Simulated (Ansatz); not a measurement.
# Calculations on TaN₄H₁₀SF

Part 1: Relaxation

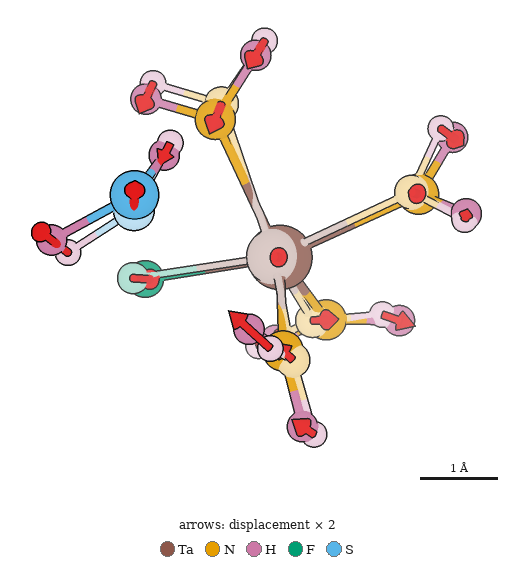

This is a relaxation of TaN₄H₁₀SF. The starting structure is drawn faded, the final one solid; red arrows show the displacements, magnified 2 times. The two geometries are superimposed by the best rigid fit.

Style: ball-and-stick. Shown from a free direction.

The run prepares an end point of a later path (reaction) calculation, from a guessed geometry.

Method: RKS PBE/def2-SVP in Ansatz 0.2.0. Set-up: no spin polarisation; force threshold 0.03 eV/Å; at most 50 steps.

Question: Atoms of which element are displaced furthest, and by how much?

Answer: Hydrogen: up to 0.68 Å, against 0.40 Å for fluorine.

Question: Describe the change and its energy.

Answer: An H atom moves most after the best rigid fit: 0.68 Å. Largest moves by element: H 0.68 Å, F 0.40 Å, S 0.35 Å, N 0.29 Å, Ta 0.18 Å. Some distances before and after: H–Ta 2.984 → 3.135 Å, N–Ta 2.124 → 2.052 Å, N–Ta 1.989 → 2.010 Å, N–Ta 1.986 → 1.972 Å. Bond angles that change, for instance: N–Ta–N 130.5° → 112.6°, N–Ta–N 121.7° → 132.6°, N–Ta–N 107.7° → 114.4°. Over 10 geometry steps the energy falls by 3.91 kcal/mol. Largest force component: 1.1 eV/Å at the start, 0.028 eV/Å at the end.

Limits of the set-up: the start holds two separate molecules, 2.3 Å apart at their closest, whose relative position is a soft coordinate and is computed without a dispersion correction.

Part 2: Relaxation

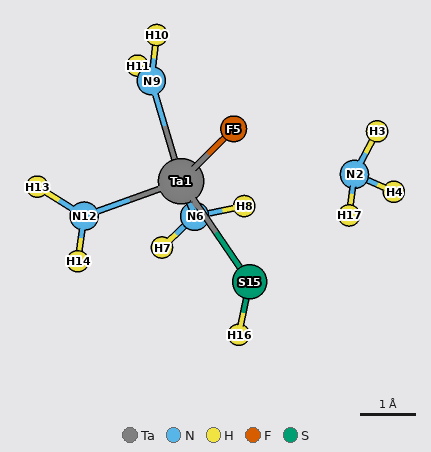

This is the input geometry for a relaxation of TaN4H10SF. Style: ball-and-stick. Shown at a tilt.

The run prepares an end point of a later path (reaction) calculation, from a guessed geometry.

All numbers below come from RKS PBE/def2-SVP (Ansatz).

The input:
```yaml
crystal:
  periodic: [false, false, false]
  atoms:
    - { symbol: Ta, position_ang: [-0.409166, -0.531894, 0.160263] }
    - { symbol: "N", position_ang: [2.838709, 0.268529, -0.053751] }
    - { symbol: H, position_ang: [3.027078, 0.885994, 0.752322] }
    - { symbol: H, position_ang: [3.704674, 0.267386, -0.614445] }
    - { symbol: F, position_ang: [0.152702, 0.025356, 1.92321] }
    - { symbol: "N", position_ang: [0.241554, -0.491226, -1.709114] }
    - { symbol: H, position_ang: [-0.152933, -0.9003, -2.560474] }
    - { symbol: H, position_ang: [1.167717, -0.068015, -1.868041] }
    - { symbol: "N", position_ang: [-1.170382, 1.336288, 0.08648] }
    - { symbol: H, position_ang: [-1.312663, 1.941851, 0.905631] }
    - { symbol: H, position_ang: [-1.313279, 1.888192, -0.769892] }
    - { symbol: "N", position_ang: [-2.121819, -1.506004, 0.07944] }
    - { symbol: H, position_ang: [-3.049388, -1.075884, 0.018414] }
    - { symbol: H, position_ang: [-2.18666, -2.495222, 0.339743] }
    - { symbol: S, position_ang: [0.963407, -2.502261, 0.886566] }
    - { symbol: H, position_ang: [1.083498, -3.128084, -0.321863] }
    - { symbol: H, position_ang: [2.757151, -0.692405, 0.35871] }
basis:
  gaussian: { orbitals: def2-SVP }
hamiltonian:
  xc: pbe
relax:
  f_tol: 0.03
  max_steps: 50
```

Launched with:
```bash
ansatz run input.yaml --threads 4 --pin off --max-ram 5120MiB --backend cpu --events-out ev --progress --plain --runs-dir out
```

Where does the relaxation end?

Answer. The energy falls by 45.4 kJ/mol in 11 accepted moves (12 points after the start). The largest force component goes from 0.46 to 0.023 eV/Å. The line search rejected the trial step at point 8 of the run. The atom that moves furthest after the best rigid fit is H4 (1.18 Å). By element the largest moves are H 1.18 Å, N 0.65 Å, Ta 0.32 Å, S 0.20 Å, F 0.17 Å. Near-neighbour distances that change, for instance: Ta1–N2 3.352 → 2.440 Å, Ta1–H3 3.764 → 2.877 Å, Ta1–H17 3.177 → 2.871 Å, Ta1–S15 2.509 → 2.555 Å. New bonds form, among them: Ta1–N2 (3.35 → 2.44 Å). Among the angles between lasting bonds that change: F5–Ta1–N6 139.5° → 154.8°, Ta1–N6–H8 116.7° → 129.7°, Ta1–N6–H7 130.6° → 121.6°. Cost: 48 s on 4 threads of Arm Neoverse V2, with other jobs on the host, peak memory 0.27 GiB.

Step by step:

```csv
step,"E − E(0), kJ/mol","largest force component, eV/Å",note
0,0.00,0.4582,
1,-6.06,0.3945,
2,-14.15,0.5845,
3,-25.84,0.8000,
4,-33.06,1.4714,
5,-37.28,1.2029,
6,-40.53,0.9561,
7,-43.52,0.2887,
8,-40.23,0.9320,rejected
9,-44.58,0.3101,
10,-45.24,0.0587,
11,-45.31,0.0647,
12,-45.40,0.0232,
```

The structure at the end:

```xyz
17

Ta   -0.0940   -0.5111    0.1649
N     2.2335    0.2218    0.1721
H     2.3414    0.7331    1.0595
H     2.6529    0.7921   -0.5736
F     0.2725   -0.0356    2.0221
N     0.3217   -0.6257   -1.8029
H    -0.3176   -1.0847   -2.4611
H     1.1576   -0.3253   -2.3150
N    -0.7465    1.3993    0.0676
H    -0.8881    1.9935    0.8937
H    -0.9492    1.9312   -0.7854
N    -1.8797   -1.3869    0.0986
H    -2.7821   -0.9115   -0.0033
H    -2.0177   -2.3820    0.3036
S     1.0328   -2.6916    0.8736
H     1.1110   -3.2407   -0.3712
H     2.7716   -0.6536    0.2699
```

The end point in the same view:

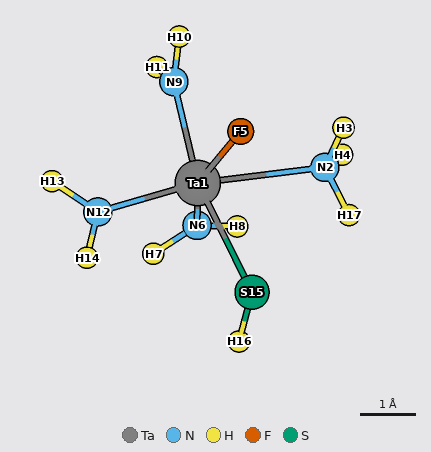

Limits of the set-up: the start holds two separate molecules, 2.5 Å apart at their closest, whose relative position is a soft coordinate and is computed without a dispersion correction.

Part 3: Path

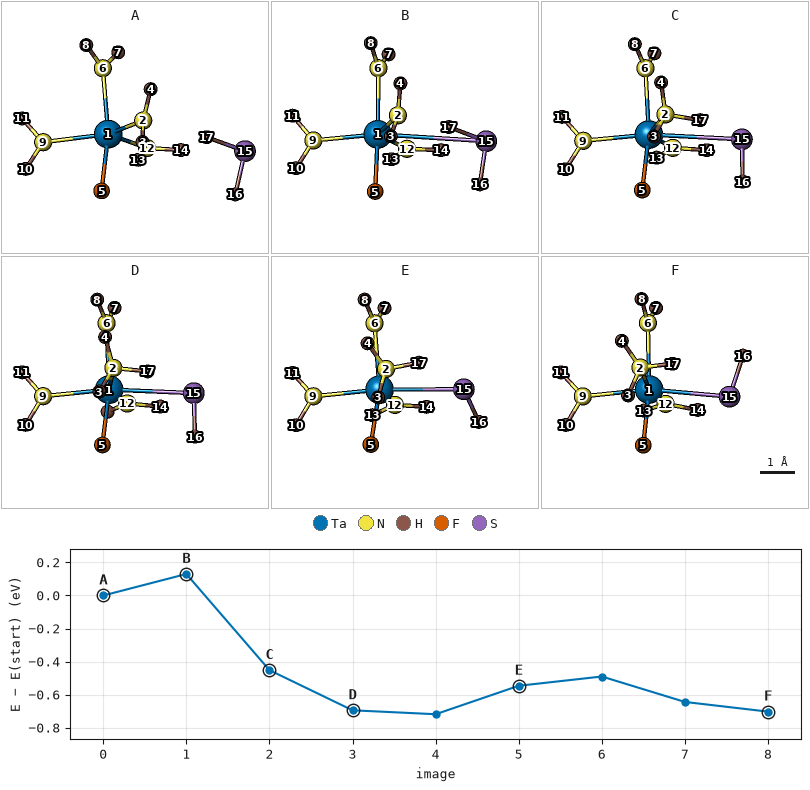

NEB run on TaN₄H₁₀SF. Images are numbered from 0 (start) to 8 (end). Frames A to F are images 0, 1, 2, 3, 5, 8. The picture is a ball-and-stick view, seen from a free direction.

Method: Ansatz, RKS PBE/def2-SVP. Settings: 7 movable images; climbing image; force threshold 0.05 eV/Å; iteration limit 60; starting path through a guess of the saddle point.

Q: Describe the mechanism and the energy profile.

A: The path has more than one stage, and so few images may leave a stage unresolved. Breaking: S15–H17 (1.39 → 1.47 at the top → 2.75 Å). Forming: N2–H17 (2.10 → 1.65 at the top → 1.03 Å), Ta1–S15 (4.17 → 3.34 at the top → 2.55 Å). The highest point, image 1, lies 0.13 eV above the start and 0.83 eV above the end; the end is at −0.70 eV relative to the start. Image 4 lies below both ends, at −0.72 eV, which points to an intermediate minimum that so few images don't resolve. The band converged in 25 iterations. The largest component of the band force went from 45 to 0.042 eV/Å. The climbing image converged on the top of the path. Its vibrational analysis gives one imaginary mode (133i cm⁻¹), as a transition state must have.

Cost: 9.6 min on 4 threads of Arm Neoverse V2 (shared host), peak memory 0.28 GiB.
